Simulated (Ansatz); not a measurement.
# PBE/cc-pVTZ run of MgF2 (SMILES [F][Mg][F])

Aim: the electronic atomisation energy of MgF2 at PBE/cc-pVTZ, from 3 runs. 

Program for the calculation: Ansatz 0.2.0.

39 further runs of the same task are left out: 5 that didn't finish, 34 set aside as unsound or not needed.

### Step 1. Starting point

MgF2: 3 atoms, total charge 0, spin state singlet. SMILES: `[F][Mg][F]`. The coordinates come from a PBE0-D4/def2-TZVP relaxation.

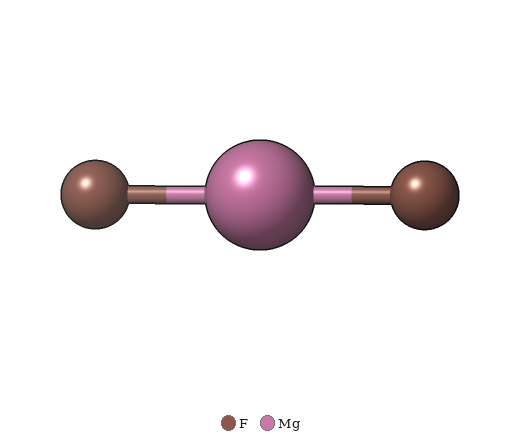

Viewed from a chosen angle; fluorine brown, magnesium pink.

### Step 2. A single-point energy at PBE/cc-pVTZ

Input file molecule.yaml:

```yaml
crystal:
  periodic: [false, false, false]
  atoms:
    - {symbol: F, position_ang: [-1.414800, 0.734800, -0.700800]}
    - {symbol: Mg, position_ang: [-0.003600, -0.021600, -0.004400]}
    - {symbol: F, position_ang: [1.407500, -0.778000, 0.691900]}
basis:
  gaussian:
    orbitals: cc-pVTZ
hamiltonian:
  xc: {name: PBE}
accuracy: high
output:
  orbitals: {seedname: orbitals}
```

Started as:

```
$ ansatz run molecule.yaml --threads 1 --pin off --max-ram 3480MiB --events-out events.jsonl --progress --plain --runs-dir runs
```

Log:

```text
Warning: RAYON_NUM_THREADS=1 ignored (pool sized by the plan → 1); use --threads N
Functional definition: PBE
  name "PBE"
  parameter kappa = 0.804
  parameter beta = 0.06672455060314922
  exchange = pbe_x(kappa = kappa, mu = beta*pi^2/3)
  correlation = pbe_c(beta = beta)
1339 factors; integrals over basis functions are off by at most 3.0e-9 eV
mean field evaluation 1: about -10868.7256 eV, gradient 6.8e1 eV
mean field evaluation 2: about -10797.7031 eV, gradient 2.1e2 eV
mean field evaluation 4: about -10875.4213 eV, gradient 3.1e0 eV
mean field evaluation 8: about -10875.4300 eV, gradient 1.5e-1 eV
mean field evaluation 16: about -10875.4300 eV, gradient 4.4e-6 eV
mean field -10875.43002347 eV, -399.6646817313 hartree, gradient 7.8e-8 eV, S^2 0.000000; 0 other end points of the search recorded, 0 dependent functions left out
reference -10875.43002777 eV, -399.6646818895 hartree; 15, 15 occupied and 79, 79 virtual orbitals, 1339 factors
Total energy: -10875.43002777 eV, -399.6646818895 hartree
```

It took 3.6 s on 1 thread of Arm Neoverse V1, shared host; peak memory 0.17 GiB.

### Step 3. The F atom, same level

Input file molecule.yaml:

```yaml
basis:
  gaussian:
    orbitals: cc-pVTZ
crystal:
  periodic: [false, false, false]
  atoms:
    - symbol: F
      position_ang: [0.000000, 0.000000, 0.000000]
magnetization:
  spin_polarized: true
  initial_magnetization: 1
hamiltonian:
  xc: {name: PBE}
accuracy: high
```

Run the same way, it converges to -99.66135 Eh (log not shown).

### Step 4. The Mg atom, same level

Input file run.yaml:

```yaml
basis:
  gaussian:
    orbitals: cc-pVTZ
crystal:
  periodic: [false, false, false]
  atoms:
    - symbol: Mg
      position_ang: [0.000000, 0.000000, 0.000000]
accuracy: high
hamiltonian:
  xc: {name: PBE}
```

Run the same way, it converges to -199.94874 Eh (log not shown).

### Step 5. Outcome

Level: PBE/cc-pVTZ.

| quantity | value |
| --- | --- |
| molecule: total energy | -399.66468 Eh |
| molecule: HOMO energy | -8.10 eV |
| molecule: LUMO energy | -2.39 eV |
| molecule: HOMO–LUMO gap | 5.71 eV |
| F atom: total energy | -99.66135 Eh |
| F atom: ⟨S²⟩ | 0.751 |
| Mg atom: total energy | -199.94874 Eh |
| electronic atomisation energy | 10.701 eV |

What this shows: Taking the molecule apart into free atoms costs 10.70 eV (247 kcal/mol), before zero-point energy and without spin-orbit coupling.
